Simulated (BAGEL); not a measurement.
**C2HCl2F3 (2,2-Dichloro-1,1,1-trifluoroethane) at HF/3-21G (density fitting with cc-pvqz-jkfit)**

What is the vertical ionisation energy of C2HCl2F3 (2,2-Dichloro-1,1,1-trifluoroethane) at HF/3-21G (density fitting with cc-pvqz-jkfit)? 

The calculation is run with BAGEL 1.2.2.

5 further runs of the same task are left out: 3 that didn't finish, 2 set aside as unsound or not needed.

**1. The structure to begin with**

C2HCl2F3: 8 atoms, total charge 0, spin state singlet. SMILES: `FC(F)(F)C(Cl)Cl`. The shape is that of a PBE0-D4/def2-TZVP optimisation.

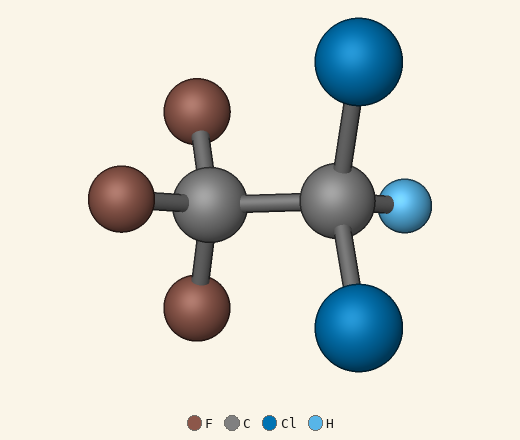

Viewed from a chosen angle; fluorine brown, carbon grey, chlorine blue, hydrogen blue.

**2. A single-point energy at HF/3-21G (density fitting with cc-pvqz-jkfit)**

File hf.json:

```json
{ "bagel" : [

{
  "title" : "molecule",
  "basis" : "3-21g",
  "df_basis" : "cc-pvqz-jkfit",
  "angstrom" : true,
  "geometry" : [
    { "atom" : "F", "xyz" : [   -0.219880,   -1.335100,    1.156620 ] },
    { "atom" : "C", "xyz" : [    0.179750,   -0.765020,    0.020570 ] },
    { "atom" : "F", "xyz" : [    1.491790,   -0.966290,   -0.095440 ] },
    { "atom" : "F", "xyz" : [   -0.429870,   -1.366410,   -0.989900 ] },
    { "atom" : "C", "xyz" : [   -0.109700,    0.739490,    0.067610 ] },
    { "atom" : "Cl", "xyz" : [   -1.826720,    1.018760,    0.311060 ] },
    { "atom" : "Cl", "xyz" : [    0.489820,    1.517250,   -1.388840 ] },
    { "atom" : "H", "xyz" : [    0.424790,    1.157290,    0.918320 ] }
  ]
},
{ "title" : "hf" },
{ "title" : "print", "file" : "orbitals.molden", "orbitals" : true }

]}
```

The run is started by

```console
BAGEL_NUM_THREADS=1 BAGEL hf.json > hf.out
```

The program printed:

```text
* using 1 threads per process

  ===============================================================
  ===============================================================

  *** Geometry ***

  { "atom" : "F", "xyz" : [     -0.415513,     -2.522973,      2.185695 ] },
  { "atom" : "C", "xyz" : [      0.339678,     -1.445678,      0.038872 ] },
  { "atom" : "F", "xyz" : [      2.819075,     -1.826023,     -0.180355 ] },
  { "atom" : "F", "xyz" : [     -0.812337,     -2.582141,     -1.870640 ] },
  { "atom" : "C", "xyz" : [     -0.207303,      1.397434,      0.127764 ] },
  { "atom" : "Cl", "xyz" : [     -3.452001,      1.925177,      0.587818 ] },
  { "atom" : "Cl", "xyz" : [      0.925626,      2.867187,     -2.624527 ] },
  { "atom" : "H", "xyz" : [      0.802737,      2.186961,      1.735373 ] },

  Number of auxiliary basis functions:      877

  Since a DF basis is specified, we compute 2- and 3-index integrals:
    o Being stored without compression. Storage requirement is 0.037 GB

  Number of basis functions:       73
  Number of electrons      :       74

    * METHOD: MOLECULE                             0.70

  *** RHF ***

  === Nuclear Repulsion ===
   493.1800326538

      * DIIS with orbital gradients will be used.

  === RHF iteration (3-21g) ===
      0      -1286.91893934          0.02389656           0.19
      1      -1287.09437856          0.01535193           0.18
      2      -1287.18010379          0.00113815           0.18
      3      -1287.18151617          0.00026961           0.18
      4      -1287.18158050          0.00008554           0.18
      5      -1287.18158789          0.00002085           0.18
      6      -1287.18158831          0.00000512           0.18
      7      -1287.18158834          0.00000128           0.18
      8      -1287.18158834          0.00000045           0.18
      9      -1287.18158834          0.00000018           0.18
     10      -1287.18158834          0.00000005           0.18
     11      -1287.18158834          0.00000002           0.18
     12      -1287.18158834          0.00000001           0.18
    * SCF iteration converged.

    * Permanent dipole moment:
           (   -0.258297,    -0.399860,    -0.469650) a.u.

    * METHOD: HF                                   2.64

    * METHOD: PRINT                                0.01

  ===============================================================
```

Run time: 3.6 s. Hardware: 1 thread of Arm Neoverse V2, shared host; peak memory 0.19 GiB.

**3. The doublet cation, same level**

File job.json:

```json
{ "bagel": [

{
  "title": "molecule",
  "basis": "3-21g",
  "df_basis": "cc-pvqz-jkfit",
  "angstrom": true,
  "geometry": [
    { "atom": "F", "xyz": [      -0.219880,      -1.335100,       1.156620 ] },
    { "atom": "C", "xyz": [       0.179750,      -0.765020,       0.020570 ] },
    { "atom": "F", "xyz": [       1.491790,      -0.966290,      -0.095440 ] },
    { "atom": "F", "xyz": [      -0.429870,      -1.366410,      -0.989900 ] },
    { "atom": "C", "xyz": [      -0.109700,       0.739490,       0.067610 ] },
    { "atom": "Cl", "xyz": [      -1.826720,       1.018760,       0.311060 ] },
    { "atom": "Cl", "xyz": [       0.489820,       1.517250,      -1.388840 ] },
    { "atom": "H", "xyz": [       0.424790,       1.157290,       0.918320 ] }
  ]
},

{ "title": "uhf", "charge": 1, "nopen": 1 },

{ "title": "print", "file": "orbitals.molden", "orbitals": true }

]}
```

The run is started by

```console
BAGEL_NUM_THREADS=1 BAGEL job.json > job.out
```

The program printed:

```text
* using 1 threads per process

  ===============================================================
  ===============================================================

  *** Geometry ***

  { "atom" : "F", "xyz" : [     -0.415513,     -2.522973,      2.185695 ] },
  { "atom" : "C", "xyz" : [      0.339678,     -1.445678,      0.038872 ] },
  { "atom" : "F", "xyz" : [      2.819075,     -1.826023,     -0.180355 ] },
  { "atom" : "F", "xyz" : [     -0.812337,     -2.582141,     -1.870640 ] },
  { "atom" : "C", "xyz" : [     -0.207303,      1.397434,      0.127764 ] },
  { "atom" : "Cl", "xyz" : [     -3.452001,      1.925177,      0.587818 ] },
  { "atom" : "Cl", "xyz" : [      0.925626,      2.867187,     -2.624527 ] },
  { "atom" : "H", "xyz" : [      0.802737,      2.186961,      1.735373 ] },

  Number of auxiliary basis functions:      877

  Since a DF basis is specified, we compute 2- and 3-index integrals:
    o Being stored without compression. Storage requirement is 0.037 GB

  Number of basis functions:       73
  Number of electrons      :       74

    * METHOD: MOLECULE                             0.71

  *** Open-shell HF ***

  === Nuclear Repulsion ===
   493.1800326538

      * DIIS with orbital gradients will be used.

  === UHF iteration (3-21g) ===
      0      -1286.35021133          0.05456987           0.42
      1      -1286.55777243          0.04098131           0.40
      2      -1286.64821256          0.02712250           0.40
      3      -1286.72093243          0.00147569           0.40
      4      -1286.72255778          0.00079954           0.41
      5      -1286.72318010          0.00049806           0.40
      6      -1286.72357848          0.00024379           0.40
      7      -1286.72372167          0.00016528           0.39
      8      -1286.72379688          0.00014824           0.40
      9      -1286.72389669          0.00013783           0.42
     10      -1286.72416698          0.00010284           0.42
     11      -1286.72434298          0.00007312           0.42
     12      -1286.72439118          0.00006259           0.43
     13      -1286.72441226          0.00006900           0.42
     14      -1286.72440790          0.00006325           0.42
     15      -1286.72441673          0.00003142           0.42
     16      -1286.72442316          0.00001691           0.43
     17      -1286.72442475          0.00000823           0.43
     18      -1286.72442488          0.00000359           0.43
     19      -1286.72442491          0.00000282           0.42
     20      -1286.72442496          0.00000267           0.43
     21      -1286.72442498          0.00000249           0.41
     22      -1286.72442499          0.00000248           0.42
     23      -1286.72442499          0.00000254           0.41
     24      -1286.72442500          0.00000251           0.41
     25      -1286.72442500          0.00000251           0.41
     26      -1286.72442499          0.00000250           0.42
[... 32 lines of this table left out ...]
     59      -1286.72442485          0.00000046           0.44
     60      -1286.72442485          0.00000047           0.44
     61      -1286.72442485          0.00000052           0.44
     62      -1286.72442485          0.00000045           0.45
     63      -1286.72442485          0.00000023           0.46
     64      -1286.72442485          0.00000015           0.45
     65      -1286.72442485          0.00000009           0.43
     66      -1286.72442485          0.00000005           0.42
     67      -1286.72442485          0.00000004           0.43
     68      -1286.72442485          0.00000003           0.43
     69      -1286.72442485          0.00000003           0.43
     70      -1286.72442485          0.00000002           0.44
     71      -1286.72442485          0.00000001           0.44
    * SCF iteration converged.

    * S^2 (UHF) is 0.7607

    * Permanent dipole moment:
           (    0.288427,    -2.018323,    -0.199733) a.u.

    * METHOD: UHF                                 30.71

    * METHOD: PRINT                                0.01

  ===============================================================
```

Run time: 32 s. Hardware: 1 thread of Arm Neoverse V2, shared host; peak memory 0.19 GiB.

**4. What came out**

At HF/3-21G (density fitting with cc-pvqz-jkfit):

| quantity | value |
| --- | --- |
| singlet C2HCl2F3: total energy | -1287.18159 Eh |
| singlet C2HCl2F3: dipole moment | 1.70 D |
| singlet C2HCl2F3: HOMO energy | -12.93 eV |
| singlet C2HCl2F3: LUMO energy | 3.71 eV |
| singlet C2HCl2F3: HOMO–LUMO gap | 16.64 eV |
| doublet cation: total energy | -1286.72442 Eh |
| doublet cation: ⟨S²⟩ | 0.761 |
| vertical ionisation energy (to the doublet cation) | 12.440 eV |

The vertical ionisation energy comes to 12.44 eV (1200 kJ/mol). The negative HOMO energy of the first species, 12.93 eV, lies 0.49 eV above that difference.
